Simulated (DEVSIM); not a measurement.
Device: Au/La2O3/p-Si capacitor, at 300 K.

```csv
layer (left to right),material,thickness (nm),Na (cm⁻³)
1,La2O3,2.70,-
2,Si,5900,9.6e15
```

Metal gate on the left, work function 5.1 eV. Fixed charge at the semiconductor interface -2.1e10 cm⁻² (in units of +e); interface traps 2.4e12 cm⁻² eV⁻¹, uniform in energy, neutral level at 0.5 of the gap above the valence band.

The device is made up for the run: typed textbook-type constants, with dimensions and the other settings drawn at random. Values at 300 K.

```csv
parameter,La2O3,Si
gap (eV),5.8,1.124
affinity (eV),1.8,4.05
permittivity,27,11.7
Nc (cm⁻³),-,2.86e19
Nv (cm⁻³),-,3.1e19
```

Model (solved in DEVSIM): 1D Poisson equation in equilibrium, Boltzmann statistics, complete ionisation; no quantum confinement or tunnelling. Metal contacts follow the ideal Schottky-Mott rule: no Fermi-level pinning, no interface dipoles.

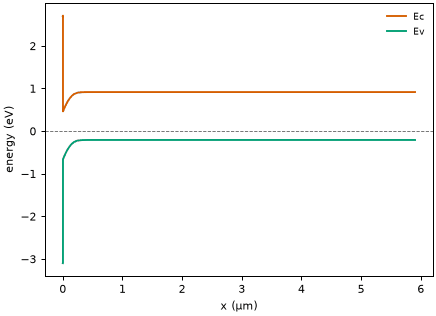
Fig. 1. Band edges at 0.6 V on the gate

Energies count from the Fermi level of the right contact; mesh points crowd at the junctions.

| x (μm) | Ec (eV) | Ev (eV) | n (cm⁻³) | p (cm⁻³) | field (V/cm) |
|---|---|---|---|---|---|
| 0.000 | 2.700 | -3.100 | < 1e2 | < 1e2 | 33000 |
| 0.0009598 | 2.703 | -3.097 | < 1e2 | < 1e2 | 33000 |
| 0.001965 | 2.707 | -3.093 | < 1e2 | < 1e2 | 33000 |
| 0.002914 | 0.460 | -0.664 | 5.4e11 | 2.2e8 | 36000 |
| 0.005339 | 0.468 | -0.656 | 3.9e11 | 3.0e8 | 35000 |
| 0.009824 | 0.484 | -0.640 | 2.1e11 | 5.5e8 | 35000 |
| 0.01960 | 0.517 | -0.607 | 5.8e10 | 2.0e9 | 33000 |
| 0.05318 | 0.621 | -0.503 | 1.1e9 | 1.1e11 | 28000 |
| 0.1141 | 0.765 | -0.359 | 4000000 | 2.9e13 | 19000 |
| 0.2470 | 0.901 | -0.223 | 21000 | 5.5e15 | 3200 |
| 0.5367 | 0.915 | -0.209 | 12000 | 9.6e15 | ≈ 0 |
| 1.481 | 0.915 | -0.209 | 12000 | 9.6e15 | ≈ 0 |
| 3.146 | 0.915 | -0.209 | 12000 | 9.6e15 | ≈ 0 |
| 4.639 | 0.915 | -0.209 | 12000 | 9.6e15 | ≈ 0 |
| 5.462 | 0.915 | -0.209 | 12000 | 9.6e15 | ≈ 0 |
| 5.701 | 0.915 | -0.209 | 12000 | 9.6e15 | ≈ 0 |
| 5.811 | 0.915 | -0.209 | 12000 | 9.6e15 | ≈ 0 |
| 5.861 | 0.915 | -0.209 | 12000 | 9.6e15 | ≈ 0 |
| 5.888 | 0.915 | -0.209 | 12000 | 9.6e15 | ≈ 0 |
| 5.897 | 0.915 | -0.209 | 12000 | 9.6e15 | ≈ 0 |
| 5.901 | 0.915 | -0.209 | 12000 | 9.6e15 | ≈ 0 |
| 5.903 | 0.915 | -0.209 | 12000 | 9.6e15 | ≈ 0 |
